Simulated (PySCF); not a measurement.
Input

```
{"job": {"kind": "nmr", "xc": "PBE0", "basis": "pcSseg-1", "pop": false}, "charge": 0, "multiplicity": 1}
N     -3.135400     2.094300    -1.217400
C     -3.063200     1.093400    -0.663700
C     -2.701700    -0.202600    -0.256800
C     -1.540400    -0.800700    -0.563200
C     -0.355500    -0.111600    -1.161200
O      0.881000    -0.322400    -0.499300
Si     1.305200     0.493400     0.815700
O      2.591500    -0.467400     1.295500
H     -3.567200    -0.701100     0.246700
H     -1.313500    -1.769800    -0.031500
H     -0.587800     0.923500    -1.210000
H     -0.223300    -0.458400    -2.249700
H      0.083000     0.225000     1.706600
H      1.498600     1.984500     0.587600
H      2.647600    -1.256100     0.783500
```

Launched as:

```sh
OMP_NUM_THREADS=1 python probes_run.py task.json out
```

Geometry: GFN2-xTB, MD frame at 250 fs, 600 K.

Level of theory: PBE0/pcSseg-1, SCF density, gas phase, non-relativistic (PySCF 2.14.0).

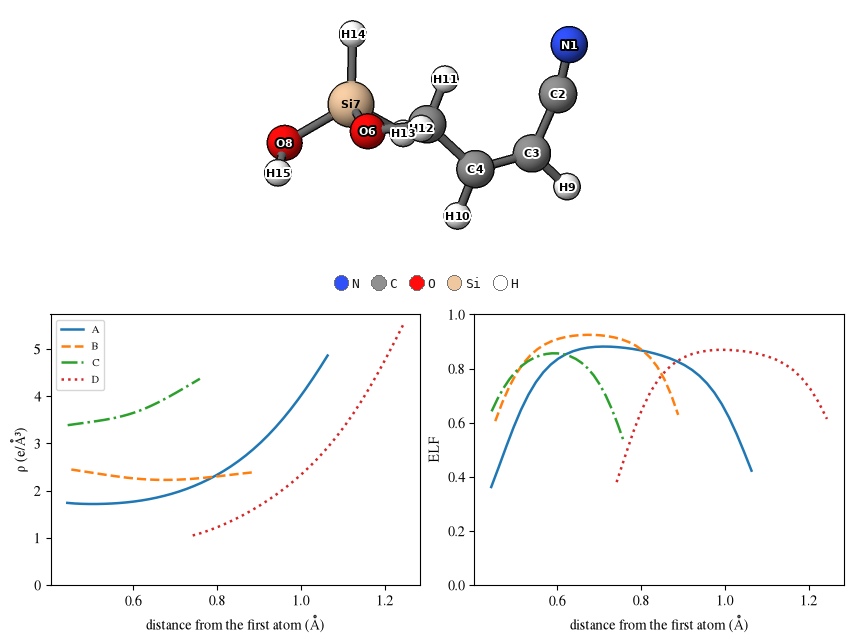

C₄H₇NO₂Si. Electron density and electron localisation function along straight lines between neighbouring atoms. The curves leave out the atomic cores. The structure is drawn too.

> Which curve belongs to which contact (C–C, C–N, C–O and Si–O)? The first atom named is at distance zero.

Curve A: C–O (1.42 Å): ρ at the midpoint is about 2 e/Å³, with its minimum of 1.7 e/Å³ about 0.5 Å from C; the ELF peaks at about 0.90 between the atoms; a shared but strongly polarised pair. Curve B: C–C (1.34 Å): ρ at the midpoint is about 2.2 e/Å³; the ELF peaks at about 0.90 between the atoms (a multiple bond). Curve C: C–N (1.15 Å): the density is about 3.6 e/Å³ at the midpoint; the ELF peaks at about 0.85 between the atoms; a short, multiple covalent bond. Curve D: Si–O (1.60 Å): ρ at the midpoint is about 1.2 e/Å³; the ELF peaks at about 0.85 between the atoms: a short, strongly polar bond.
